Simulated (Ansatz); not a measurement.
# C₃H₄F₂O₃Ti: what the fields show

Input file:

```
crystal:
  periodic: [false, false, false]
  atoms:
    - {symbol: O, position_ang: [1.079364, 2.069875, -0.987589]}
    - {symbol: Ti, position_ang: [1.379088, 0.359036, -0.569972]}
    - {symbol: F, position_ang: [2.915281, 0.568381, 0.287171]}
    - {symbol: F, position_ang: [1.981867, -0.640106, -1.889376]}
    - {symbol: O, position_ang: [-0.507091, -0.109015, -1.214923]}
    - {symbol: C, position_ang: [-1.543061, -0.503950, -0.633218]}
    - {symbol: C, position_ang: [-1.623383, -0.805753, 0.727734]}
    - {symbol: C, position_ang: [-0.505342, -0.682356, 1.524339]}
    - {symbol: O, position_ang: [0.641229, -0.285796, 1.142260]}
    - {symbol: H, position_ang: [1.749199, 2.749229, -0.868574]}
    - {symbol: H, position_ang: [-2.438088, -0.622792, -1.255530]}
    - {symbol: H, position_ang: [-2.554008, -1.151503, 1.153201]}
    - {symbol: H, position_ang: [-0.575035, -0.945252, 2.584467]}
basis:
  gaussian: {orbitals: def2-TZVPP}
hamiltonian: {xc: pbe0, dispersion: d4}
output: {orbitals: {seedname: orbitals}}
```

Command:

```sh
ansatz run in.yaml --threads 4 --pin off --events-out ev --progress --plain --max-ram 66560MiB --backend cuda --devices 0, --max-vram 37GiB
```

Geometry: PBE0-D4/def2-TZVP.

Theory: Ansatz 0.2.0, RKS PBE0-D4/def2-TZVPP.

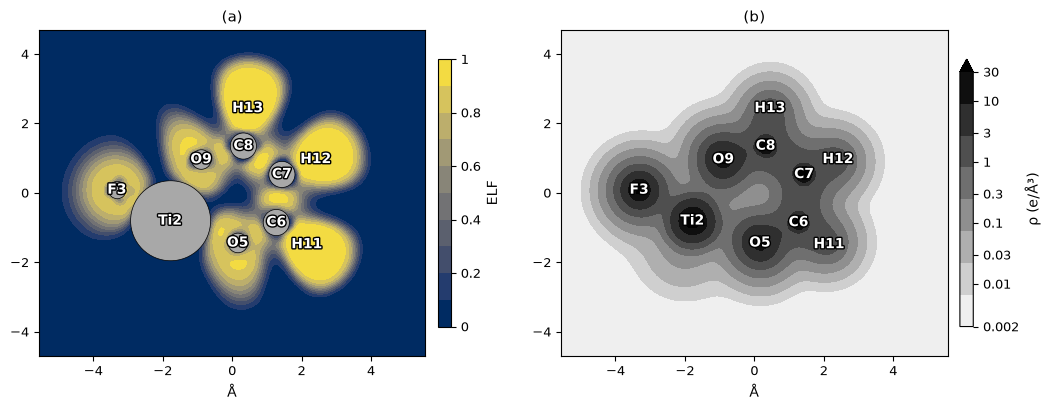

Figure 1. (a) ELF; (b) electron density on the plane of atoms Ti2, O9 and C8. Grey discs cover the atomic cores in the ELF map.

### Interpret the plot.

Atoms in the plane: Ti, F, O, C and H.
C–O (1.25 Å): ρ at the midpoint is about 3 e/Å³; the ELF peaks at about 0.85 between the atoms, as expected for a short, strongly polar bond.
C–C (1.38 Å): the density is about 2.2 e/Å³ at the midpoint; the ELF peaks at about 0.95 between the atoms: localised, covalent bonding.
Ti–F (1.77 Å): the density is about 1.1 e/Å³ at the midpoint; the ELF peaks at about 0.85 in the valence shell of F, 0.5 Å from its nucleus, and drops to about 0.20 between the two atoms.
Ti–O (1.97 Å): ρ at the midpoint is about 0.65 e/Å³; the ELF peaks at about 0.90 in the valence shell of O, 0.5 Å from its nucleus, and is about 0.20 at the midpoint.

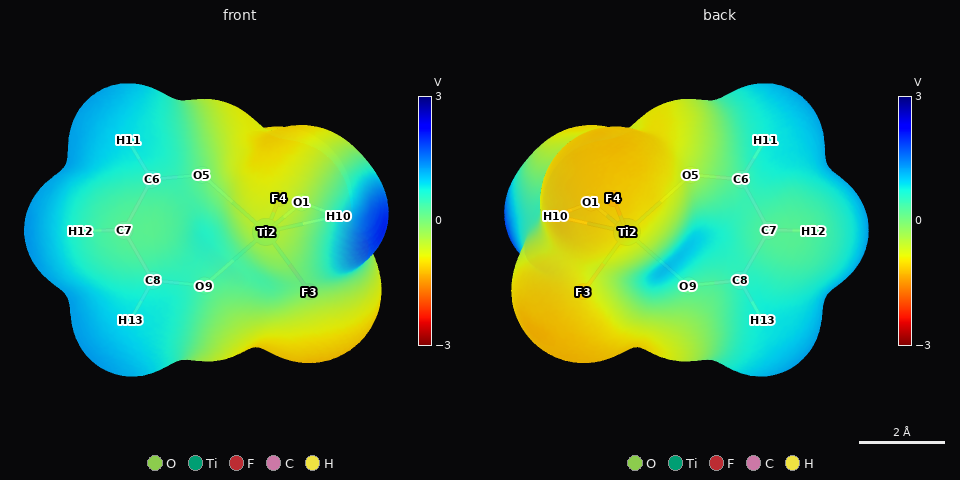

Figure 2. The molecular electrostatic potential painted on the density surface at 0.001 e/bohr³, seen from the front and from behind; the colour scale runs from red (negative) to blue (positive).

### Which sites attract a positive test charge, and which a negative one?

A positive charge is drawn to the negative regions and a negative charge to the positive ones. The most negative region (about −1.3 V) lies over F3, the most positive (about +2.0 V) over H10.

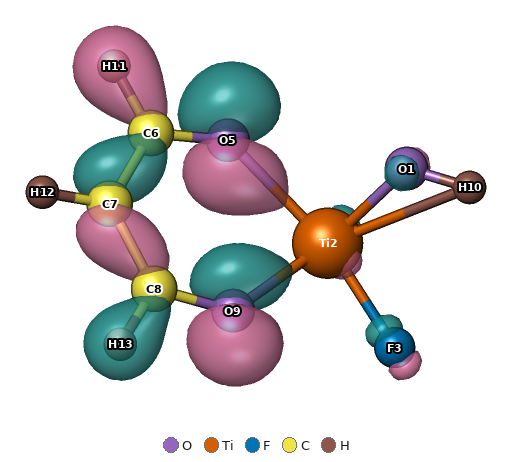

Figure 3. The HOMO−1 at ±0.15 Å⁻³ᐟ² (teal and pink are the two phases), seen at a tilt.

### What is the character of this orbital?

By Hirshfeld shares it lies mainly on O5 (about 30 %), O9 (about 25 %), C6 (about 10 %), C7 (about 10 %), C8 (about 5 %) and H11 (about 5 %). Its energy is −8.62 eV.
